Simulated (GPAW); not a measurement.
## CdF2: optical spectrum from first principles

Wanted: where CdF2 starts to absorb, how strongly, and its refractive index.

Calculated with GPAW 26.7.0; DFT, PBE, plane-wave PAW (GPAW data sets), scalar-relativistic, RPA, optical limit.

## Step 1: Starting point

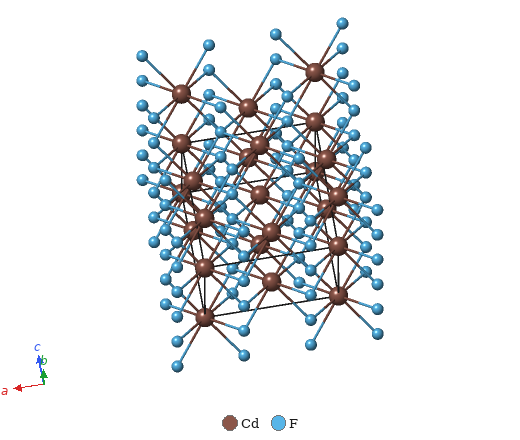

Start, viewed from a free direction; cadmium brown, fluorine blue. 1×2×1 cells are drawn. This picture shows the conventional cell, with its axes. Some periodic images of atoms are drawn too.

## Step 2: Ground state

First the ground state: is it a metal or has it a gap?

This step: DFT, PBE, plane-wave PAW (GPAW data sets), scalar-relativistic, ground state (GPAW 26.7.0).

The input, gs.py:

```python
from ase import Atoms
from ase.dft.bandgap import bandgap
from gpaw import GPAW, PW, FermiDirac

atoms = Atoms(['Cd', 'F', 'F'],
              cell=[[0.000000000000, 2.694000000000, 2.694000000000],
                    [2.694000000000, 0.000000000000, 2.694000000000],
                    [2.694000000000, 2.694000000000, 0.000000000000]],
              scaled_positions=[[0.000000000000, 0.000000000000, 0.000000000000],
                                [0.750000000000, 0.750000000000, 0.750000000000],
                                [0.250000000000, 0.250000000000, 0.250000000000]],
              pbc=[True, True, True])
atoms.calc = GPAW(mode=PW(500), xc='PBE', kpts={'size': (7, 7, 7), 'gamma': True},
                  occupations=FermiDirac(0.05), maxiter=150, txt='gs.txt')
print('energy (eV)', atoms.get_potential_energy())
print('Fermi level (eV)', atoms.calc.get_fermi_level())
print('valence electrons', atoms.calc.get_number_of_electrons())
print('gap (eV)', bandgap(atoms.calc, output=None)[0])
print('direct gap (eV)', bandgap(atoms.calc, direct=True, output=None)[0])
atoms.calc.write('gs.gpw')
```

Launch:

```
$ OMP_NUM_THREADS=1 python gs.py
```

Numbers of over 12 decimals in the logs are rounded to 6 here.

Log:

```text
__  _  _
 | _ |_)|_||  |
 |__||  | ||/\| - 26.7.0

Versions:
  Python: 3.12.14
  ASE:    3.29.0
  Numpy:  2.5.5
  Scipy:  1.18.1
  Libxc:  7.0.0

Input parameters:
  mode=PW(ecut=500.0),
  kpts=MonkhorstPack(size=(7, 7, 7), gamma=True),
  maxiter=150,
  occupations=Occupations(name='fermi-dirac', width=0.05, fixmagmom=False),
  xc=XC(name='PBE')

Diagonalizing LCAO Hamiltonian
Converting LCAO to pw mode

                    F

           F

       Cd

Atoms  # Å, Bohr magnetons
|   | symbol |        x |        y |        z |    initial magnetic moments |
| 0 |     Cd | 0.000000 | 0.000000 | 0.000000 | ( 0.0000,  0.0000,  0.0000) |
| 1 |      F | 4.041000 | 4.041000 | 4.041000 | ( 0.0000,  0.0000,  0.0000) |
| 2 |      F | 1.347000 | 1.347000 | 1.347000 | ( 0.0000,  0.0000,  0.0000) |

Unit cell  # Å
| periodic |        x |        y |        z |  lengths |    angles |
|      yes | 0.000000 | 2.694000 | 2.694000 | 3.809891 | 60.000000 |
|      yes | 2.694000 | 0.000000 | 2.694000 | 3.809891 | 60.000000 |
|      yes | 2.694000 | 2.694000 | 0.000000 | 3.809891 | 60.000000 |

Number of symmetries: 48
Symmetry operations  # r_c * U_cc + t_c -> r_c
|    | kind |            matrix            |
|  0 |  σ   |  1, 0, 0,  1, 0,-1,  1,-1, 0 |
|  1 |  C2  |  1, 0, 0,  1,-1, 0,  1, 0,-1 |
|  2 |  E   |  1, 0, 0,  0, 1, 0,  0, 0, 1 |
|  3 |  σ   |  1, 0, 0,  0, 0, 1,  0, 1, 0 |
|  4 |  C4  |  1, 0,-1,  1, 0, 0,  1,-1, 0 |
|  5 |  S6  |  1, 0,-1,  1,-1, 0,  1, 0, 0 |
|  6 |  σ   |  1, 0,-1,  0, 1,-1,  0, 0,-1 |
|  7 |  C3  |  1, 0,-1,  0, 0,-1,  0, 1,-1 |
|  8 |  S6  |  1,-1, 0,  1, 0, 0,  1, 0,-1 |
|  9 |  C4  |  1,-1, 0,  1, 0,-1,  1, 0, 0 |
| 10 |  C3  |  1,-1, 0,  0,-1, 1,  0,-1, 0 |
| 11 |  σ   |  1,-1, 0,  0,-1, 0,  0,-1, 1 |
| 12 |  σ   |  0, 1, 0,  1, 0, 0,  0, 0, 1 |
| 13 |  C4  |  0, 1, 0,  0, 1,-1, -1, 1, 0 |
| 14 |  C3  |  0, 1, 0,  0, 0, 1,  1, 0, 0 |
| 15 |  S6  |  0, 1, 0, -1, 1, 0,  0, 1,-1 |
| 16 |  C2  |  0, 1,-1,  1, 0,-1,  0, 0,-1 |
| 17 |  σ   |  0, 1,-1,  0, 1, 0, -1, 1, 0 |
| 18 |  S4  |  0, 1,-1,  0, 0,-1,  1, 0,-1 |
| 19 |  C4  |  0, 1,-1, -1, 1, 0,  0, 1, 0 |
| 20 |  C3  |  0, 0, 1,  1, 0, 0,  0, 1, 0 |
| 21 |  σ   |  0, 0, 1,  0, 1, 0,  1, 0, 0 |
| 22 |  S6  |  0, 0, 1,  0,-1, 1, -1, 0, 1 |
| 23 |  C4  |  0, 0, 1, -1, 0, 1,  0,-1, 1 |
| 24 |  S4  |  0, 0,-1,  1, 0,-1,  0, 1,-1 |
| 25 |  C3  |  0, 0,-1,  0, 1,-1,  1, 0,-1 |
| 26 |  C2  |  0, 0,-1,  0,-1, 0, -1, 0, 0 |
| 27 |  S6  |  0, 0,-1, -1, 0, 0,  0,-1, 0 |
| 28 |  S4  |  0,-1, 1,  1,-1, 0,  0,-1, 0 |
| 29 |  C4  |  0,-1, 1,  0, 0, 1, -1, 0, 1 |
| 30 |  C2  |  0,-1, 1,  0,-1, 0,  1,-1, 0 |
| 31 |  σ   |  0,-1, 1, -1, 0, 1,  0, 0, 1 |
| 32 |  C3  |  0,-1, 0,  1,-1, 0,  0,-1, 1 |
| 33 |  S6  |  0,-1, 0,  0, 0,-1, -1, 0, 0 |
| 34 |  S4  |  0,-1, 0,  0,-1, 1,  1,-1, 0 |
| 35 |  C2  |  0,-1, 0, -1, 0, 0,  0, 0,-1 |
| 36 |  C2  | -1, 1, 0,  0, 1, 0,  0, 1,-1 |
| 37 |  S6  | -1, 1, 0,  0, 1,-1,  0, 1, 0 |
| 38 |  S4  | -1, 1, 0, -1, 0, 1, -1, 0, 0 |
| 39 |  C3  | -1, 1, 0, -1, 0, 0, -1, 0, 1 |
| 40 |  S6  | -1, 0, 1,  0, 0, 1,  0,-1, 1 |
| 41 |  C2  | -1, 0, 1,  0,-1, 1,  0, 0, 1 |
| 42 |  C3  | -1, 0, 1, -1, 1, 0, -1, 0, 0 |
| 43 |  S4  | -1, 0, 1, -1, 0, 0, -1, 1, 0 |
| 44 |  C2  | -1, 0, 0,  0, 0,-1,  0,-1, 0 |
| 45 |  i   | -1, 0, 0,  0,-1, 0,  0, 0,-1 |
| 46 |  σ   | -1, 0, 0, -1, 1, 0, -1, 0, 1 |
| 47 |  C2  | -1, 0, 0, -1, 0, 1, -1, 1, 0 |

BZ-sampling:
  Number of BZ points: 343
  Number of IBZ points: 20

  Monkhorst-Pack size: [7, 7, 7]
  Monkhorst-Pack shift: [0, 0, 0]

K-points  # in reciprocal-cell coordinates
|     |                                coordinates |     weight |
|   0 | (  0.00000000,   0.00000000,   0.00000000) | 0.00291545 |
|   1 | (  0.14285714,   0.14285714,   0.00000000) | 0.01749271 |
|   2 | (  0.14285714,   0.14285714,   0.14285714) | 0.02332362 |
|   3 | (  0.28571429,   0.14285714,   0.14285714) | 0.03498542 |
|   4 | (  0.28571429,   0.28571429,   0.00000000) | 0.01749271 |
|   5 | (  0.28571429,   0.28571429,   0.14285714) | 0.06997085 |
|   6 | (  0.28571429,   0.28571429,   0.28571429) | 0.02332362 |
|   7 | (  0.42857143,  -0.28571429,  -0.28571429) | 0.03498542 |
|   8 | (  0.42857143,   0.28571429,  -0.42857143) | 0.13994169 |
|   9 | (  0.42857143,   0.28571429,  -0.28571429) | 0.06997085 |
| ... |                                            |            |
|  19 | (  0.42857143,   0.42857143,   0.42857143) | 0.02332362 |

Plane wave coefficients: 999
Cutoff: 500.0 eV

Spin-components: 1 (collinear spins)
Bands:           17
Projectors:      16
Spin-degeneracy: 2
Datatype:        complex128

Parallelization:
  kpt:    1
  domain: 1
  band:   1

Density:
  Valence electrons: 26.0
  Components: 1
  Grid points: [20 20 20]
  Charge: 0.0  # |e|

Potential:
  Grid points: [20 20 20]

species:
  Cd:
    name:    Cadmium
    id:
    Z:       48.0
    valence: 12
    core:    36
    charge:  0.0  # [|e|]
    compensation charges:
      type: gauss
      rc: 0.38  # [Å]
      lmax: 2
    cutoffs:
      filter: 2.12  # [Å]
      core: 2.62  # [Å]
    projectors
    | kind |    occ | energy [eV] | rcut [Å] |
    |   5s |  2.000 |      -5.655 |    1.191 |
    |   5p |  0.000 |      -1.186 |    1.228 |
    |   4d | 10.000 |     -11.739 |    1.164 |
    |    s |        |      21.556 |    1.191 |
    |    p |        |      26.026 |    1.228 |
    |    d |        |      15.473 |    1.164 |

    Using partial waves for Cd as LCAO basis

  F:
    name:    Fluorine
    id:
    Z:       9.0
    valence: 7
    core:    2
    charge:  0.0  # [|e|]
    compensation charges:
      type: gauss
      rc: 0.20  # [Å]
      lmax: 2
    cutoffs:
      filter: 1.14  # [Å]
      core: 0.74  # [Å]
    projectors
    | kind |    occ | energy [eV] | rcut [Å] |
    |   2s |  2.000 |     -29.898 |    0.635 |
    |   2p |  5.000 |     -11.110 |    0.635 |
    |    s |        |      -2.687 |    0.635 |
    |    p |        |      16.102 |    0.635 |
    |    d |        |       0.000 |    0.635 |

    Using partial waves for F as LCAO basis

Reference energy: -157601.279907  # eV

eigensolver:
  PPCG
  Converge bands: occupied
  niter=2

density mixing:
  MSR1-Mixer
  Pratt-step length: 0.05
  Maximum mixing coefficient: 0.75
  Old densities: 10
  SVD Regularization: 0.005
  Good broyden scale: 1.0
  Trust region scale: 1.0
  Backstep threshold: 4.0
  History deletion threshold: 6.0
  Fourier metric: weight=20.0, sigma=0.015

occupation numbers:
  Fermi-Dirac:
    width: 0.0500  # eV

poisson solver:
  ecut: 4000.0  # eV

xc functional:
  name: PBE with 2 nearest neighbor stencil

convergence criteria:
- Maximum [total energy] change in last 3 cyles: 0.0005 eV / valence electron
- Maximum integral of absolute [dens]ity change: 0.0001 electrons / valence electron
- Maximum integral of absolute [eigenst]ate change: 4e-08 eV^2 / valence electron
maximum number of iterations: 150

SCF iterations
|iter     |      energy | eigst |  dens |
|iter:   1||  -12.325550 | -0.77 |       |
|iter:   2||  -11.924482 | -2.09 | -1.05 |
|iter:   3||  -10.776400 | -0.58 | -1.09 |
|iter:   4||  -10.763375 | -2.97 | -1.55 |
|iter:   5||  -10.761463 | -3.30 | -1.86 |
|iter:   6||  -10.761582c| -5.09 | -3.02 |
|iter:   7||  -10.761612c| -6.08 | -3.39 |
|iter:   8||  -10.761612c| -7.95c| -4.63c|

Converged in 8 steps
SCF loop duration: 3.740 s (0.468 s/step)
Energy contributions relative to reference atoms: (reference = -157601.279907)

Energy contributions:
  Kinetic:          37.286517
  Coulomb:         -33.076628
  Zero:              0.425094
  External:          0.000000
  Xc:              -15.396594
  Entropy:          -0.000000
  Spinorbit:         0.000000
  ----------------------------
  Free energy:     -10.761612
  Extrapolated:    -10.761612

dipole moment: (-17.348600, -17.348600, -17.348600)  # |e|*Ang

Fermi level: 2.886
Eigenvalues  # (at kpt = [0.000, 0.000, 0.000])
| band index |      eig [eV] | occ [0-2] |
|          0 |       -18.972 |     2.000 |
|        ... |               |           |
|          5 |        -2.457 |     2.000 |
|          6 |        -2.457 |     2.000 |
|          7 |         0.871 |     2.000 |
|          8 |         0.872 |     2.000 |
|          9 |         0.872 |     2.000 |
|         10 |         1.407 |     2.000 |
|         11 |         1.408 |     2.000 |
|         12 |         1.408 |     2.000 |
|         13 |         4.941 |     0.000 |
|         14 |        14.527 |     0.000 |
|         15 |        14.527 |     0.000 |
|         16 |        14.527 |     0.000 |

Gap: 3.127 eV
Transition (v -> c):
  (s=0, k=9, n=12, [0.43, 0.29, -0.29]) -> (s=0, k=0, n=13, [0.00, 0.00, 0.00])
Direct/indirect transitions are different
Direct gap: 3.533 eV
Transition at: (s=0, k=0, n=12, [0.00, 0.00, 0.00])

--- standard output ---
energy (eV) -10.761612
Fermi level (eV) 2.886481
valence electrons 26.0
gap (eV) 3.126815
direct gap (eV) 3.532927
```

Run time: 5.2 s. Hardware: 1 thread of Arm Neoverse V2, shared host; peak memory 0.14 GiB.

Read-outs, printed or worked out from the files:

```
energy                 : -10.76 eV
Fermi energy           : 2.886 eV
gap on the k-mesh      : 3.127 eV
direct gap on the mesh : 3.533 eV
electrons              : 26
```

There is a gap, 3.13 eV on this mesh (points off the mesh can give less), so no carriers' term is needed.

## Step 3: Bands for the response

The response needs many more empty bands than the density does.

This step: DFT, PBE, plane-wave PAW (GPAW data sets), scalar-relativistic, bands at fixed density (GPAW 26.7.0).

The input, nscf.py:

```python
from ase.dft.bandgap import bandgap
from gpaw import GPAW, FermiDirac

calc = GPAW('gs.gpw').fixed_density(kpts={'size': (10, 10, 10), 'gamma': True}, nbands=40, convergence={'bands': 34},
                                    occupations=FermiDirac(0.001), txt='nscf.txt')
print('gap (eV)', bandgap(calc, output=None)[0])
print('direct gap (eV)', bandgap(calc, direct=True, output=None)[0])
print('top band over the Fermi level (eV)', min(calc.get_eigenvalues(kpt=k)[33] for k in range(len(calc.get_ibz_k_points()))) - calc.get_fermi_level())
calc.write('full.gpw', mode='all')
```

Launch:

```
$ OMP_NUM_THREADS=1 python nscf.py
```

Log:

```text
Diagonalizing LCAO Hamiltonian
Converting LCAO to pw mode
convergence criteria:
- Maximum integral of absolute [eigenst]ate change: 4e-08 eV^2 / valence electron
maximum number of iterations: 150

SCF iterations
|iter     |      energy | eigst |  dens |
|iter:   1||             | +3.26 |       |
|iter:   2||             | +1.68 |       |
|iter:   3||             | +0.66 |       |
|iter:   4||             | -0.24 |       |
|iter:   5||             | -1.01 |       |
|iter:   6||             | -1.74 |       |
|iter:   7||             | -2.46 |       |
|iter:   8||             | -3.17 |       |
|iter:   9||             | -3.90 |       |
|iter:  10||             | -4.62 |       |
|iter:  11||             | -5.32 |       |
|iter:  12||             | -6.05 |       |
|iter:  13||             | -6.69 |       |
|iter:  14||             | -7.29 |       |
|iter:  15||             | -7.69c|       |
SCF steps: 15
  __  _  _
 | _ |_)|_||  |
 |__||  | ||/\| - 26.7.0

Versions:
  Python: 3.12.14
  ASE:    3.29.0
  Numpy:  2.5.5
  Scipy:  1.18.1
  Libxc:  7.0.0

Input parameters:
  mode=PW(ecut=500.0),
  convergence={'bands': 34},
  gpts=array([20, 20, 20]),
  kpts=MonkhorstPack(size=(10, 10, 10), gamma=True),
  maxiter=150,
  nbands=40,
  occupations=Occupations(name='fermi-dirac', width=0.001, fixmagmom=False),
  parallel={},
  xc=XC(name='PBE')

--- standard output ---
gap (eV) 3.078179
direct gap (eV) 3.532927
top band over the Fermi level (eV) 34.351329
```

Run time: 34 s. Hardware: 1 thread; peak memory 0.18 GiB.

Numbers from this step:

- gap on the k-mesh: 3.078 eV

(Continued in part 2 of 2.)

[Machine, clock and banner lines and Python warnings are left out of the logs.]

[Logs are printed without paths, hosts, clocks, repeated set-up lines and the standing remarks that a program may print on its own settings, such as how far it seeks lower states.]

[Hosts, paths, dates, database ids (printed as entryN), source tags and the programs' standing remarks are cut or masked in the printed files.]
